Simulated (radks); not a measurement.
# Polarisabilities and dispersion coefficients of B²⁺, Be⁺, I²⁺ and others

Aim: static dipole polarisabilities and C6 coefficients, each species in its NIST ground configuration. After each ground state the linear response is solved; its values go to the run's result record, not to the log. Response by self-consistent Sternheimer equations with the Hartree and adiabatic LDA kernel.

The numbers are computed with radks (a radial shooting solver on a logarithmic mesh, Libxc functionals) version 1 (non-relativistic Kohn-Sham, LDA (Slater exchange, Perdew-Wang correlation), spin-polarised, spherical densities, point nucleus; open shells are filled with parallel spins first), except any that are marked as measured or tabulated.

## (1) Starting point

* species: B²⁺ ([He] 2s1), Be⁺ ([He] 2s1), I²⁺ ([Kr] 4d10 5s2 5p3), Co ([Ar] 3d7 4s2), As ([Ar] 3d10 4s2 4p3), Nb ([Kr] 4d4 5s1), Rh⁺ ([Kr] 4d8)

## (2) B²⁺, [He] 2s1

Input:

```text
Z 5
configuration [He] 2s1
relativity non-relativistic
functional lda,pw
spin polarised
nucleus point
response adiabatic LDA kernel
```

## (3) Be⁺, [He] 2s1

Input: that of step 2 with these lines changed.

```diff
@@ -1,2 +1,2 @@
-Z 5
+Z 4
 configuration [He] 2s1
```

## (4) I²⁺, [Kr] 4d10 5s2 5p3

Input: that of step 3 with these lines changed.

```diff
@@ -1,3 +1,3 @@
-Z 4
-configuration [He] 2s1
+Z 53
+configuration [Kr] 4d10 5s2 5p3
 relativity non-relativistic
```

## (5) Co, [Ar] 3d7 4s2

Input:

```text
Z 27
configuration [Ar] 3d7 4s2
relativity non-relativistic
functional lda,pw
spin polarised
nucleus point
response adiabatic LDA kernel
```

## (6) As, [Ar] 3d10 4s2 4p3

Input:

```text
Z 33
configuration [Ar] 3d10 4s2 4p3
relativity non-relativistic
functional lda,pw
spin polarised
nucleus point
response adiabatic LDA kernel
```

## (7) Nb, [Kr] 4d4 5s1

Input:

```text
Z 41
configuration [Kr] 4d4 5s1
relativity non-relativistic
functional lda,pw
spin polarised
nucleus point
response adiabatic LDA kernel
```

## (8) Rh⁺, [Kr] 4d8

Input:

```text
Z 45
configuration [Kr] 4d8
relativity non-relativistic
functional lda,pw
spin polarised
nucleus point
response adiabatic LDA kernel
```

Q: Predict the outcome of this session. Wanted: for each run, species; −ε(HOMO); α; α uncoupled; C6; C8; recommended α.

The runs gave:

| species | −ε(HOMO) (eV) | α (bohr³) | α uncoupled (bohr³) | C6 (hartree bohr⁶) | C8 (hartree bohr⁸) | recommended α (bohr³) |
| --- | --- | --- | --- | --- | --- | --- |
| B²⁺ | 32.360 | 6.815 | 8.059 | 8.855 | 79.64 | - |
| Be⁺ | 14.299 | 21.22 | 25.05 | 55.70 | 1155 | - |
| I²⁺ | 25.456 | 14.31 | 24.71 | 100.1 | - | - |
| Co | 5.289 | 51.55 | 94.07 | 430.0 | - | 55 |
| As | 5.989 | 33.19 | 48.38 | 283.1 | - | 30 |
| Nb | 4.018 | 92.79 | 160.1 | 1032 | - | 98 |
| Rh⁺ | 13.389 | 13.42 | 20.47 | 83.35 | - | - |

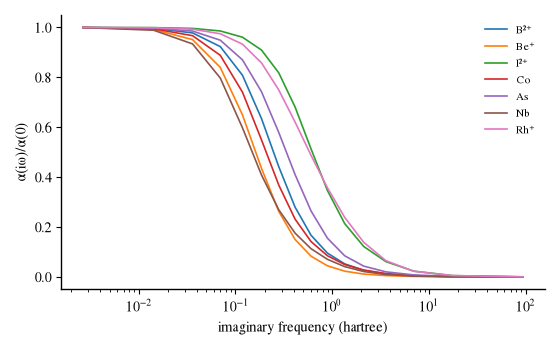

Polarisability at imaginary frequency, each scaled by its static value.

What this shows: Uncoupled leaves out the potential induced by the response; C6 and C8 are for like pairs. Nb is the most polarisable and B²⁺ the least, a factor 13.6 apart. For the pair Nb–B²⁺ the Casimir-Polder integral gives C6 = 94.16, the rule 2·Ca·Cb/(Ca·αb/αa + Cb·αa/αb) on the like-pair values 93.08. Against the recommended values (Schwerdtfeger and Nagle, 2023 table) the misses are Co -6 %, As +11 %, Nb -5 %. C8 is given only where no p, d or f shell is open. For heavy and open-shell atoms this level can miss by tens of per cent.
